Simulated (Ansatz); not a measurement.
Cl₂FHHfO···HF

The calculation's input:

```
crystal:
  periodic: [false, false, false]
  atoms:
    - { symbol: Hf, position_ang: [0.0, 0.0, 0.0] }
    - { symbol: F, position_ang: [0.0, 0.0, 2.33] }
    - { symbol: Cl, position_ang: [2.3764, 0.0, -0.8392] }
    - { symbol: F, position_ang: [-0.9326, 1.6157, -0.6593] }
    - { symbol: Cl, position_ang: [-1.1869, -2.0563, -0.8392] }
    - { symbol: O, position_ang: [1.237, -1.8784, 0.7473] }
    - { symbol: H, position_ang: [0.6706, -2.7104, 0.6628] }
    - { symbol: H, position_ang: [0.7289, -1.1068, 1.9476] }
basis:
  gaussian: { orbitals: def2-SVP }
hamiltonian:
  xc: hf
relax:
  f_tol: 0.15
  max_steps: 25
  restrain:
    - { distance: [0, 5], at: 2.07, k: 30.0 }
    - { distance: [7, 1], at: 0.92, k: 30.0 }
    - { distance: [0, 1], at: 3.18, k: 30.0 }
    - { distance: [7, 5], at: 2.21, k: 30.0 }
output:
  orbitals: {}
```

Launched as:

```sh
ansatz run input.yaml --threads 2 --pin off --max-ram 3072MiB --backend cpu --events-out ev --progress --plain --runs-dir out
```

The fields are those of the run's last geometry, not of the input's.

Core potentials replace the inner electrons of Hf; not at a stationary point (largest force 1.9 eV/Å).

Computed with RHF/def2-SVP (Ansatz 0.2.0).

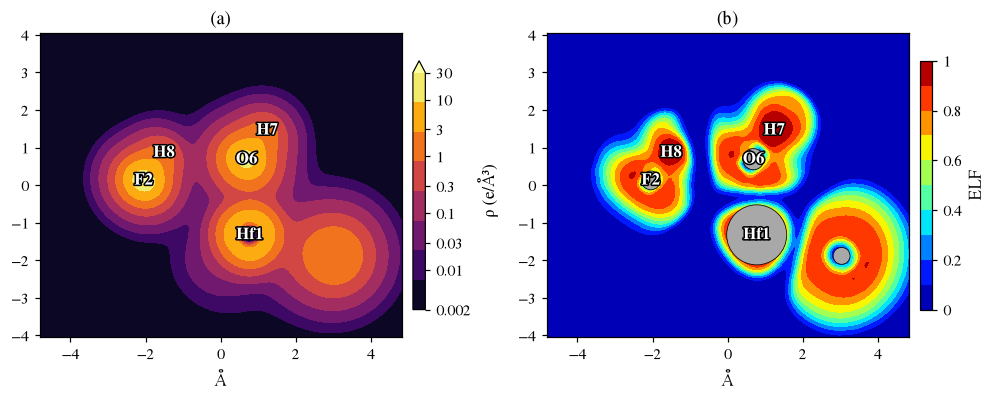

Figure 1. (a) electron density; (b) ELF on the plane of atoms Hf1, O6 and H7. Grey discs cover the atomic cores in the ELF map.

> Interpret the plot.

- The section cuts through Hf, F, O and H sites.
- Hf1···F2 (3.17 Å): the density falls to about 0.03 e/Å³ on the way; the ELF dips to about 0 between them.
- Hf–O (2.02 Å): ρ at the midpoint is about 0.69 e/Å³; the ELF peaks at about 0.85 in the valence shell of O, 0.6 Å from its nucleus, and drops to about 0.15 between the two atoms.
- F–H (0.91 Å): the density is about 4.8 e/Å³ at the midpoint; the ELF climbs to about 1 towards the hydrogen, as it does in any bond to H (an ordinary covalent bond to hydrogen).
- O–H (0.94 Å): the density is about 3.8 e/Å³ at the midpoint; the ELF climbs to about 1 towards the hydrogen (a covalent bond by its length).
- The ELF also peaks beside F2, away from the bonds: lone-pair regions.

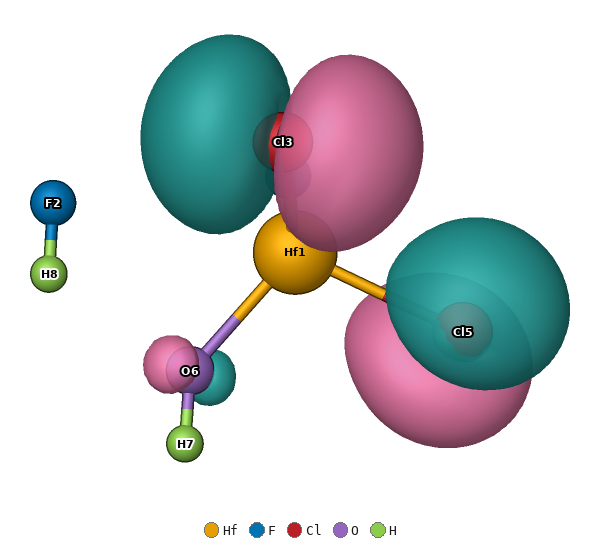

Figure 2. The HOMO at ±0.08 Å⁻³ᐟ² (teal and pink are the two phases), seen across its widest extent.

> Describe this orbital and give its energy.

It lies mainly on Cl3 (about 55 %) and Cl5 (about 35 %); largely a combination of lone pairs on Cl3 and Cl5. Its energy is −12.75 eV.

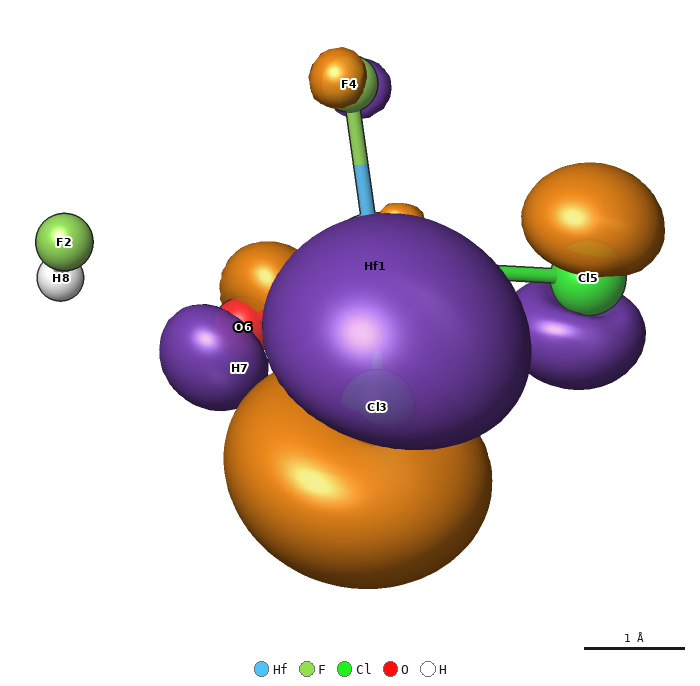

Figure 3. The HOMO−1 at ±0.08 Å⁻³ᐟ² (orange and purple are the two phases), seen from one side.

> Where does this orbital lie, and at what energy?

Its weight (Hirshfeld) is mainly on Cl3 (about 80 %); largely a lone pair of Cl3. Its energy is −13.03 eV.
